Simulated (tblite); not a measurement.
# Run report: C5H9ClSSi, geometry relaxation

The run: geometry relaxation of C5H9ClSSi. Method and program: GFN2-xTB geometry optimisation, gas phase (tblite 0.8.0).

It belongs to a series of runs on one base structure; here: constitutional isomer.

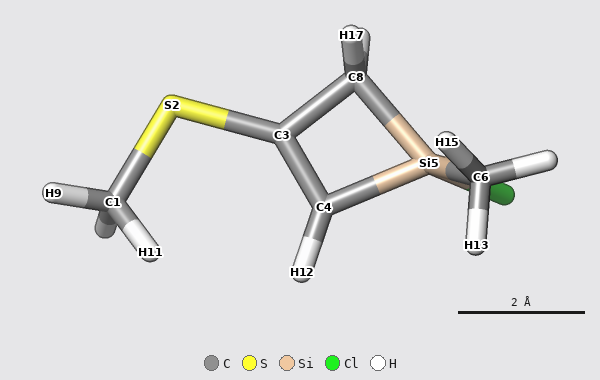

The starting structure (stick view, seen at a tilt; atoms are numbered from 1 in the order of the input). Bond lengths as drawn: Cl–Si 2.09 Å, C–C 1.33 to 1.49 Å, C–H 1.09 to 1.13 Å, C–S 1.81 to 1.82 Å and C–Si 1.80 to 1.86 Å.

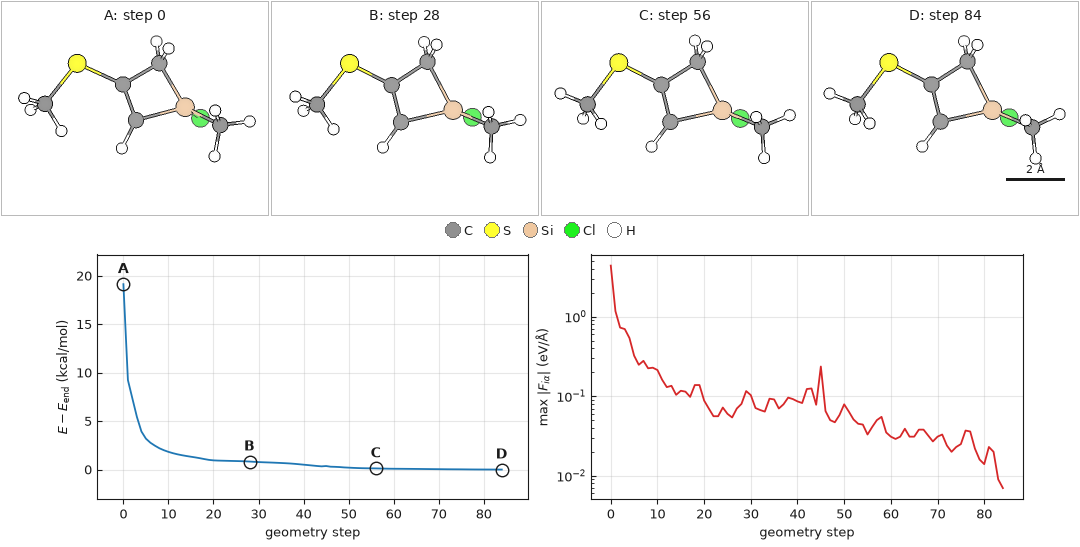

Frames of the relaxation (ball-and-stick view, seen at a tilt) above the curves, on which the letters mark them (steps are counted from 0).

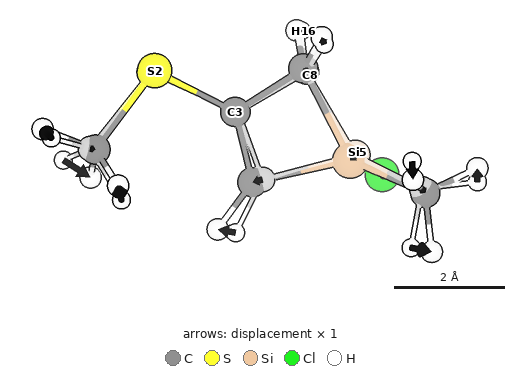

Start (faint) and end (solid) with the displacements as black arrows, at true length (ball-and-stick view, seen at a tilt). The two geometries are laid on each other by the best rigid fit. After 84 geometry steps the energy has fallen by 19.1 kcal/mol. Largest force component: 4.4 eV/Å at the start, 0.007 eV/Å at the end. H10 moves most after the best rigid fit: 0.59 Å. By element the largest moves are H 0.59 Å, C 0.19 Å, Si 0.14 Å, Cl 0.11 Å, S 0.08 Å. Distances before and after: Si5–C8 1.800 → 1.932 Å, S2–C3 1.816 → 1.736 Å, C4–Si5 1.813 → 1.883 Å, Si5–Cl7 2.092 → 2.030 Å. Among the angles that change: C4–C3–C8 97.8° → 106.3°, C4–Si5–C6 111.0° → 118.9°, Si5–C4–H12 131.2° → 138.5°. (Atoms are counted from 1 in the order of the input.)

These pictures come from the run below.

**Input file**
```
{"job": {"kind": "relax", "xc": "GFN2-xTB", "basis": "xTB"}, "charge": 0, "multiplicity": 1}
C      3.354300     0.180800    -0.195300
S      2.298200    -1.207900     0.275600
C      0.599700    -0.659200    -0.056800
C      0.038600     0.449000    -0.544900
Si    -1.687200    -0.098000    -0.440000
C     -2.631500     0.907400     0.813200
Cl    -2.669500    -0.364700    -2.267800
C     -0.647900    -1.436900     0.166600
H      4.243300     0.247800     0.458600
H      3.613700     0.068700    -1.253500
H      2.797600     1.158500    -0.133700
H      0.476700     1.394200    -0.882900
H     -2.471600     1.976300     0.568500
H     -3.696800     0.683300     0.746800
H     -2.217200     0.736900     1.818900
H     -0.686000    -2.413200    -0.363400
H     -0.721300    -1.611000     1.280100
```

The first line tells a small driver script what to run in tblite; the rest is the geometry in Å.

Launch command:
```bash
OMP_NUM_THREADS=1 python <driver script> task.json out
```

**What the program printed**
```
step      E/eV     max force
  0    -673.92021    5.220
  1    -674.34941    1.441
  2    -674.43237    0.877
  3    -674.51460    0.871
  4    -674.57961    0.688
  5    -674.61170    0.404
  6    -674.62999    0.283
  7    -674.64320    0.303
  8    -674.65480    0.254
  9    -674.66356    0.238
 10    -674.67080    0.226
 11    -674.67678    0.183
 12    -674.68174    0.147
 13    -674.68582    0.181
 14    -674.68937    0.150
 15    -674.69260    0.121
 16    -674.69574    0.134
 17    -674.69923    0.138
 18    -674.70320    0.187
 19    -674.70675    0.182
 20    -674.70887    0.117
 21    -674.70981    0.077
 22    -674.71035    0.061
 23    -674.71087    0.072
 24    -674.71139    0.086
 25    -674.71189    0.069
 26    -674.71242    0.077
 27    -674.71312    0.081
 28    -674.71411    0.101
 29    -674.71533    0.130
 30    -674.71646    0.107
 31    -674.71733    0.078
 32    -674.71805    0.073
 33    -674.71880    0.089
 34    -674.71967    0.107
 35    -674.72061    0.094
 36    -674.72161    0.081
 37    -674.72281    0.081
 38    -674.72435    0.112
 39    -674.72619    0.118
 40    -674.72812    0.122
 41    -674.73004    0.112
 42    -674.73203    0.124
 43    -674.73403    0.138
 44    -674.73565    0.097
 45    -674.73417    0.253
 46    -674.73719    0.078
 47    -674.73782    0.055
 48    -674.73879    0.052
 49    -674.74041    0.076
 50    -674.74142    0.106
 51    -674.74245    0.091
 52    -674.74325    0.059
 53    -674.74389    0.060
 54    -674.74427    0.053
 55    -674.74454    0.040
 56    -674.74483    0.046
 57    -674.74531    0.067
 58    -674.74578    0.067
 59    -674.74618    0.041
 60    -674.74638    0.035
 61    -674.74651    0.029
 62    -674.74666    0.035
 63    -674.74684    0.042
 64    -674.74701    0.034
 65    -674.74720    0.036
 66    -674.74741    0.045
 67    -674.74765    0.046
 68    -674.74790    0.039
 69    -674.74810    0.029
 70    -674.74828    0.047
 71    -674.74849    0.042
 72    -674.74870    0.031
 73    -674.74884    0.026
 74    -674.74894    0.026
 75    -674.74906    0.029
 76    -674.74924    0.043
 77    -674.74946    0.044
 78    -674.74962    0.027
 79    -674.74971    0.021
 80    -674.74978    0.019
 81    -674.74986    0.025
 82    -674.74993    0.022
 83    -674.74998    0.012
 84    -674.75000    0.010
```

**Trajectory as extended XYZ (Å, eV, eV/Å), 13 of the 85 frames kept, from step=0 to step=84**
```
17
Properties=species:S:1:pos:R:3:forces:R:3 step=0 energy=-673.92021
C     3.3543    0.1808   -0.1953   -0.3520   1.4980  -0.3470
S     2.2982   -1.2079    0.2756   -1.4570   0.2440   0.0750
C     0.5997   -0.6592   -0.0568    0.9220   0.1580  -0.4370
C     0.0386    0.4490   -0.5449    2.2890   2.5260  -1.0030
Si   -1.6872   -0.0980   -0.4400   -2.5600   1.3720  -1.9810
C    -2.6315    0.9074    0.8132   -0.1930   0.7450   0.2600
Cl   -2.6695   -0.3647   -2.2678    0.3060   0.0560   0.7810
C    -0.6479   -1.4369    0.1666    1.3460  -4.3690   2.5200
H     4.2433    0.2478    0.4586   -0.5760  -0.3160  -0.4280
H     3.6137    0.0687   -1.2535    0.2480  -0.1180   0.3190
H     2.7976    1.1585   -0.1337    0.3650  -1.0200   0.2160
H     0.4767    1.3942   -0.8829    0.2880  -0.4500   0.1960
H    -2.4716    1.9763    0.5685   -0.3130  -0.5770   0.2570
H    -3.6968    0.6833    0.7468    0.2150   0.1900   0.3950
H    -2.2172    0.7369    1.8189   -0.5040   0.0730  -0.4030
H    -0.6860   -2.4132   -0.3634    0.1350   0.3990   0.5660
H    -0.7213   -1.6110    1.2801   -0.1580  -0.4100  -0.9850
17
Properties=species:S:1:pos:R:3:forces:R:3 step=7 energy=-674.64320
C     3.3007    0.2089   -0.2232    0.0710   0.1050   0.0050
S     2.2143   -1.1573    0.2920   -0.0490  -0.1010   0.0380
C     0.5989   -0.6264   -0.0987    0.0570  -0.0030   0.0790
C     0.1121    0.5197   -0.6130   -0.0280  -0.2780   0.0880
Si   -1.6681   -0.0615   -0.4861   -0.0940   0.0860  -0.1020
C    -2.6483    0.9245    0.7918   -0.1590   0.1640   0.1990
Cl   -2.6733   -0.3676   -2.2213   -0.0090  -0.0150   0.1040
C    -0.6021   -1.5065    0.2090    0.0990   0.1710  -0.0550
H     4.1719    0.1928    0.4289   -0.1080  -0.0560   0.0450
H     3.6382    0.0579   -1.2476   -0.2060   0.0480   0.0280
H     2.7742    1.1516   -0.1035    0.0240  -0.0770  -0.0750
H     0.6181    1.4222   -0.9004    0.1960  -0.0940  -0.0850
H    -2.5245    1.9866    0.5987   -0.0810   0.0020  -0.0020
H    -3.7108    0.7119    0.8056   -0.0310  -0.0540  -0.1100
H    -2.2699    0.7369    1.7914    0.0400  -0.0120   0.0130
H    -0.6230   -2.4634   -0.3065    0.1550   0.0590  -0.0970
H    -0.7155   -1.7182    1.2732    0.1220   0.0580  -0.0700
17
Properties=species:S:1:pos:R:3:forces:R:3 step=14 energy=-674.68937
C     3.2773    0.2021   -0.2164    0.0300   0.0590  -0.0130
S     2.2091   -1.1699    0.3080    0.0890  -0.1030   0.0630
C     0.6137   -0.6278   -0.0895    0.0230   0.0190   0.0140
C     0.1421    0.5115   -0.6219    0.0280  -0.0450  -0.0220
Si   -1.6525   -0.0265   -0.4787   -0.0690  -0.0230   0.0420
C    -2.6712    0.9413    0.8017   -0.0020   0.0310   0.0220
Cl   -2.6941   -0.3760   -2.1851    0.0150   0.0140   0.0720
C    -0.5829   -1.4924    0.2031   -0.0500   0.0720  -0.0110
H     4.1429    0.1707    0.4388    0.0320   0.0310  -0.0730
H     3.5759    0.0635   -1.2516    0.0030  -0.0400   0.0080
H     2.7580    1.1469   -0.1049   -0.0440  -0.0220   0.0930
H     0.7059    1.3660   -0.9407    0.0370   0.1040  -0.1010
H    -2.5806    2.0095    0.6197   -0.0290  -0.0460   0.0010
H    -3.7300    0.6972    0.7888    0.0880  -0.0600  -0.0400
H    -2.2869    0.7466    1.7994   -0.0650   0.0310  -0.0250
H    -0.5577   -2.4325   -0.3455   -0.0800   0.0420   0.0290
H    -0.6760   -1.7180    1.2648   -0.0050  -0.0620  -0.0590
17
Properties=species:S:1:pos:R:3:forces:R:3 step=21 energy=-674.70981
C     3.2696    0.1959   -0.2063    0.0230  -0.0060   0.0040
S     2.2285   -1.1912    0.3334    0.0100   0.0170   0.0270
C     0.6419   -0.6269   -0.0822   -0.0320  -0.0230  -0.0270
C     0.1835    0.5067   -0.6430   -0.0020   0.0090  -0.0170
Si   -1.6226    0.0044   -0.4596   -0.0060   0.0280   0.0420
C    -2.6773    0.9502    0.8072    0.0090  -0.0160  -0.0110
Cl   -2.7065   -0.3735   -2.1310    0.0050   0.0190  -0.0100
C    -0.5707   -1.4700    0.2063   -0.0470  -0.0340   0.0180
H     4.1646    0.1849    0.4063    0.0320  -0.0280   0.0070
H     3.5313    0.0568   -1.2508   -0.0240   0.0700  -0.0210
H     2.7260    1.1217   -0.0538    0.0290  -0.0020  -0.0060
H     0.7444    1.3472   -1.0120    0.0190  -0.0070  -0.0020
H    -2.6318    2.0203    0.6263   -0.0260  -0.0360  -0.0130
H    -3.7184    0.6471    0.7531    0.0150   0.0110   0.0030
H    -2.3256    0.7716    1.8185   -0.0020   0.0140  -0.0210
H    -0.5788   -2.3888   -0.3760   -0.0140  -0.0150  -0.0080
H    -0.6650   -1.7443    1.2538    0.0100  -0.0020   0.0360
17
Properties=species:S:1:pos:R:3:forces:R:3 step=28 energy=-674.71411
C     3.2769    0.1990   -0.2044   -0.0460  -0.0140   0.0100
S     2.2312   -1.1861    0.3465    0.0420   0.0270  -0.0590
C     0.6412   -0.6378   -0.0869    0.0220   0.0120   0.0160
C     0.1902    0.4963   -0.6530   -0.0010   0.0390  -0.0150
Si   -1.6188    0.0070   -0.4522    0.0350   0.0800   0.0500
C    -2.6822    0.9497    0.8073    0.0050  -0.0130  -0.0250
Cl   -2.7014   -0.3553   -2.1223   -0.0390  -0.0080  -0.0760
C    -0.5767   -1.4717    0.2130    0.0320  -0.0460   0.0070
H     4.1848    0.1662    0.3899   -0.0090  -0.0150  -0.0340
H     3.5102    0.0914   -1.2599   -0.0150  -0.0340   0.0130
H     2.7433    1.1257   -0.0287    0.0250   0.0360   0.0620
H     0.7614    1.3307   -1.0273   -0.0400  -0.0670   0.0240
H    -2.6569    2.0173    0.6140    0.0020  -0.0010  -0.0070
H    -3.7179    0.6315    0.7487   -0.0110  -0.0110   0.0270
H    -2.3315    0.7859    1.8208   -0.0030   0.0170  -0.0110
H    -0.6033   -2.3862   -0.3762    0.0150  -0.0180   0.0130
H    -0.6576   -1.7515    1.2608   -0.0130   0.0140   0.0060
17
Properties=species:S:1:pos:R:3:forces:R:3 step=35 energy=-674.72061
C     3.2794    0.2134   -0.1998   -0.0190  -0.0550   0.0110
S     2.2453   -1.1852    0.3359   -0.0460  -0.0190   0.0060
C     0.6451   -0.6557   -0.0882    0.0120   0.0430   0.0080
C     0.2003    0.4782   -0.6596   -0.0150   0.0310  -0.0100
Si   -1.6126    0.0180   -0.4462    0.0160  -0.0910  -0.0150
C    -2.6956    0.9504    0.8031    0.0230  -0.0080  -0.0190
Cl   -2.6968   -0.3224   -2.1314    0.0250  -0.0020   0.0220
C    -0.5799   -1.4771    0.2244    0.0450   0.0160  -0.0110
H     4.2167    0.1230    0.3402    0.0120  -0.0080  -0.0210
H     3.4546    0.1367   -1.2688   -0.0240   0.0610  -0.0020
H     2.7924    1.1495    0.0546   -0.0100  -0.0460   0.0050
H     0.7807    1.2959   -1.0504   -0.0110   0.0010   0.0230
H    -2.7011    2.0129    0.5859   -0.0190   0.0320  -0.0130
H    -3.7212    0.5993    0.7591   -0.0140  -0.0050   0.0050
H    -2.3381    0.8218    1.8183    0.0290  -0.0010   0.0130
H    -0.6220   -2.3942   -0.3620    0.0220   0.0220   0.0320
H    -0.6540   -1.7525    1.2752   -0.0270   0.0290  -0.0350
17
Properties=species:S:1:pos:R:3:forces:R:3 step=42 energy=-674.73203
C     3.2771    0.2033   -0.1890    0.0140   0.0710  -0.0270
S     2.2496   -1.2093    0.3106   -0.0150   0.0130   0.0250
C     0.6524   -0.6487   -0.0819   -0.0340  -0.0700   0.0000
C     0.2024    0.4783   -0.6633    0.0510  -0.0520   0.0600
Si   -1.6085    0.0081   -0.4458    0.0170  -0.0060  -0.1230
C    -2.7031    0.9477    0.7871   -0.0100   0.0060   0.0130
Cl   -2.6743   -0.2919   -2.1506    0.0180  -0.0360   0.0280
C    -0.5683   -1.4744    0.2369   -0.0840   0.0540   0.0010
H     4.2667    0.0420    0.2311   -0.0630  -0.0350  -0.0450
H     3.3296    0.2483   -1.2736    0.0060  -0.0020   0.0220
H     2.8512    1.1196    0.2101   -0.0110  -0.0390   0.0180
H     0.7870    1.2854   -1.0655    0.0000   0.0710   0.0260
H    -2.7715    1.9984    0.5248    0.0230   0.0110  -0.0260
H    -3.7128    0.5502    0.7875   -0.0140  -0.0350   0.0040
H    -2.3157    0.8826    1.7974    0.0290   0.0030   0.0170
H    -0.5918   -2.4109   -0.3177   -0.0130   0.0430  -0.0130
H    -0.6772   -1.7167    1.2918    0.0850   0.0030   0.0190
17
Properties=species:S:1:pos:R:3:forces:R:3 step=49 energy=-674.74041
C     3.2653    0.1992   -0.1864    0.0450   0.0580  -0.0180
S     2.2458   -1.2212    0.3024    0.0210  -0.0020  -0.0050
C     0.6517   -0.6519   -0.0797   -0.0010   0.0120  -0.0030
C     0.2096    0.4810   -0.6541   -0.0070  -0.0060   0.0100
Si   -1.6025    0.0099   -0.4616   -0.0360   0.0130   0.0040
C    -2.7013    0.9431    0.7726   -0.0280   0.0320   0.0260
Cl   -2.6596   -0.2978   -2.1667    0.0140  -0.0380   0.0070
C    -0.5726   -1.4648    0.2456    0.0020   0.0000  -0.0070
H     4.2749   -0.0115    0.1520   -0.0050  -0.0130   0.0060
H     3.2563    0.3173   -1.2665   -0.0530  -0.0360   0.0130
H     2.8877    1.0934    0.3003   -0.0040  -0.0060   0.0060
H     0.7882    1.2967   -1.0458    0.0490   0.0470   0.0140
H    -2.8031    1.9847    0.4827   -0.0050  -0.0130  -0.0070
H    -3.6996    0.5158    0.8083    0.0290  -0.0070  -0.0120
H    -2.2906    0.9178    1.7766    0.0220  -0.0010  -0.0220
H    -0.5925   -2.4071   -0.2945   -0.0440  -0.0420  -0.0430
H    -0.6648   -1.6923    1.3048    0.0010   0.0010   0.0300
17
Properties=species:S:1:pos:R:3:forces:R:3 step=56 energy=-674.74483
C     3.2599    0.1991   -0.1816   -0.0060  -0.0010  -0.0080
S     2.2460   -1.2299    0.2909   -0.0050  -0.0250   0.0380
C     0.6531   -0.6507   -0.0818    0.0050  -0.0220  -0.0030
C     0.2169    0.4903   -0.6454    0.0050  -0.0200   0.0150
Si   -1.5970    0.0137   -0.4664   -0.0010   0.0410  -0.0020
C    -2.7007    0.9458    0.7615   -0.0080   0.0050   0.0040
Cl   -2.6409   -0.3227   -2.1732    0.0110  -0.0240  -0.0010
C    -0.5734   -1.4596    0.2477   -0.0070   0.0040  -0.0140
H     4.2829   -0.0465    0.0848    0.0010   0.0140  -0.0250
H     3.1729    0.3615   -1.2513    0.0260   0.0140  -0.0080
H     2.9249    1.0713    0.3713    0.0080   0.0090  -0.0010
H     0.8048    1.3106   -1.0189   -0.0140  -0.0060   0.0160
H    -2.8400    1.9761    0.4490   -0.0080  -0.0140   0.0110
H    -3.6817    0.4842    0.8229    0.0080   0.0150   0.0140
H    -2.2648    0.9506    1.7550   -0.0130   0.0240  -0.0100
H    -0.6124   -2.4065   -0.2856    0.0170  -0.0080  -0.0140
H    -0.6575   -1.6753    1.3112   -0.0190  -0.0070  -0.0140
17
Properties=species:S:1:pos:R:3:forces:R:3 step=63 energy=-674.74684
C     3.2581    0.1993   -0.1824   -0.0050  -0.0100   0.0030
S     2.2488   -1.2338    0.2991   -0.0020   0.0390  -0.0160
C     0.6548   -0.6574   -0.0794   -0.0100   0.0010   0.0160
C     0.2230    0.4894   -0.6350    0.0000   0.0060   0.0110
Si   -1.5944    0.0202   -0.4677    0.0140  -0.0120   0.0150
C    -2.7033    0.9528    0.7584    0.0160  -0.0150  -0.0150
Cl   -2.6242   -0.3489   -2.1767    0.0010   0.0070   0.0030
C    -0.5770   -1.4626    0.2406   -0.0100   0.0000   0.0070
H     4.2880   -0.0549    0.0455    0.0030  -0.0040   0.0010
H     3.1440    0.3829   -1.2464   -0.0050  -0.0080   0.0010
H     2.9477    1.0650    0.3954    0.0010  -0.0090  -0.0090
H     0.8126    1.3153   -0.9943   -0.0140  -0.0190   0.0120
H    -2.8649    1.9765    0.4362   -0.0030  -0.0050  -0.0100
H    -3.6751    0.4754    0.8387    0.0010   0.0050   0.0050
H    -2.2569    0.9793    1.7468   -0.0030   0.0140  -0.0050
H    -0.6176   -2.4108   -0.2927    0.0140   0.0330   0.0030
H    -0.6707   -1.6759    1.3040    0.0020  -0.0220  -0.0200
17
Properties=species:S:1:pos:R:3:forces:R:3 step=70 energy=-674.74828
C     3.2588    0.1996   -0.1883   -0.0290  -0.0310   0.0200
S     2.2489   -1.2289    0.3056    0.0050   0.0010   0.0100
C     0.6521   -0.6534   -0.0601    0.0030  -0.0070  -0.0030
C     0.2209    0.4939   -0.6138    0.0190   0.0100   0.0020
Si   -1.5947    0.0182   -0.4642    0.0120  -0.0120   0.0220
C    -2.7036    0.9576    0.7534   -0.0070   0.0010   0.0010
Cl   -2.6104   -0.3644   -2.1779   -0.0060   0.0160   0.0000
C    -0.5792   -1.4653    0.2418    0.0010  -0.0220  -0.0020
H     4.2906   -0.0650    0.0171    0.0050   0.0020  -0.0020
H     3.1224    0.3905   -1.2479    0.0010  -0.0030  -0.0110
H     2.9650    1.0613    0.4031    0.0100   0.0160  -0.0090
H     0.8153    1.3173   -0.9672   -0.0130   0.0260  -0.0050
H    -2.8826    1.9711    0.4117   -0.0100   0.0240  -0.0280
H    -3.6675    0.4704    0.8546   -0.0290  -0.0150   0.0010
H    -2.2509    1.0145    1.7369    0.0220  -0.0030   0.0110
H    -0.6091   -2.4005   -0.3130    0.0030  -0.0090  -0.0030
H    -0.6830   -1.7048    1.2982    0.0110   0.0030  -0.0050
17
Properties=species:S:1:pos:R:3:forces:R:3 step=77 energy=-674.74946
C     3.2574    0.1957   -0.1916    0.0120   0.0090   0.0000
S     2.2496   -1.2250    0.3207    0.0100  -0.0220   0.0180
C     0.6537   -0.6525   -0.0481    0.0050   0.0130  -0.0170
C     0.2209    0.4985   -0.5934   -0.0320   0.0050  -0.0130
Si   -1.5933    0.0128   -0.4542   -0.0240   0.0060  -0.0360
C    -2.7086    0.9622    0.7494   -0.0020   0.0020   0.0080
Cl   -2.6033   -0.3615   -2.1757    0.0060   0.0140   0.0150
C    -0.5753   -1.4740    0.2385    0.0110   0.0060  -0.0030
H     4.2909   -0.0726    0.0020    0.0020   0.0050  -0.0040
H     3.1092    0.3825   -1.2507    0.0010  -0.0130  -0.0090
H     2.9782    1.0654    0.3955   -0.0020   0.0000   0.0050
H     0.8051    1.3313   -0.9426    0.0130  -0.0060   0.0180
H    -2.8979    1.9669    0.3843   -0.0050  -0.0110   0.0010
H    -3.6684    0.4695    0.8699    0.0050  -0.0050  -0.0070
H    -2.2450    1.0426    1.7266   -0.0070   0.0150   0.0090
H    -0.5985   -2.4006   -0.3305    0.0010  -0.0160  -0.0060
H    -0.6818   -1.7293    1.2900    0.0050  -0.0010   0.0200
17
Properties=species:S:1:pos:R:3:forces:R:3 step=84 energy=-674.75000
C     3.2588    0.1937   -0.1929    0.0040   0.0030  -0.0030
S     2.2502   -1.2225    0.3318   -0.0010  -0.0050  -0.0020
C     0.6548   -0.6521   -0.0474    0.0010   0.0020   0.0060
C     0.2191    0.4993   -0.5894    0.0030   0.0000   0.0060
Si   -1.5945    0.0109   -0.4518    0.0030   0.0050  -0.0020
C    -2.7113    0.9636    0.7493   -0.0030   0.0000   0.0000
Cl   -2.6040   -0.3523   -2.1746    0.0000   0.0040   0.0030
C    -0.5722   -1.4777    0.2358    0.0010   0.0030  -0.0010
H     4.2937   -0.0729   -0.0044   -0.0040  -0.0020   0.0030
H     3.1041    0.3714   -1.2528    0.0030   0.0010   0.0000
H     2.9829    1.0668    0.3910    0.0020  -0.0010  -0.0070
H     0.8047    1.3358   -0.9272    0.0030   0.0010  -0.0010
H    -2.9091    1.9623    0.3726   -0.0040  -0.0060  -0.0010
H    -3.6676    0.4653    0.8746    0.0070  -0.0070   0.0030
H    -2.2485    1.0607    1.7255   -0.0040  -0.0030  -0.0060
H    -0.5930   -2.4026   -0.3372   -0.0030  -0.0020   0.0020
H    -0.6750   -1.7378    1.2871   -0.0060   0.0060   0.0000
```

**Summary**

```tsv
quantity	value
outcome	converged
total energy	−674.7500 eV
hardware	1 CPU thread, shared host
wall time	1.4 s
peak memory	0.18 GiB
```
